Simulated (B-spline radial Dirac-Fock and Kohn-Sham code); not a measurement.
The ion Pm³⁺ in the configuration [Xe] 4f4, inside a Watson sphere of charge −3 and radius 2.7 Å that stands in for a crystal. Computed with a radial B-spline solver: independent-particle rates on relativistic LDA orbitals of the hole state (multipoles to L = 3), energies from Dirac–Fock ΔSCF. Widths ruled by Coster–Kronig decay come out up to twice the measured ones in this model.

Predict the main features of the following plot. X-ray emission lines that fill an N2 (4p1/2) hole, as sticks, on a logarithmic intensity axis. Multiplet splitting by the open shell is left out.

The strongest line is N2-N4 at 141.4 eV with 85.0 % of the photons, then N2-O1 at 231.4 eV (15 %), N2-N6 at 272.2 eV (0.023 %). The hole has a width of 5.28 eV and a fluorescence yield of 1.14 × 10⁻⁴.

The result:

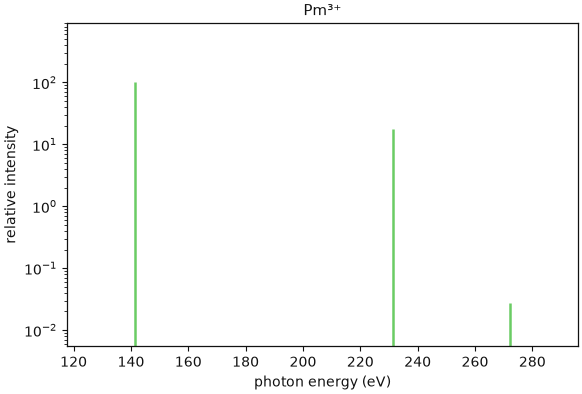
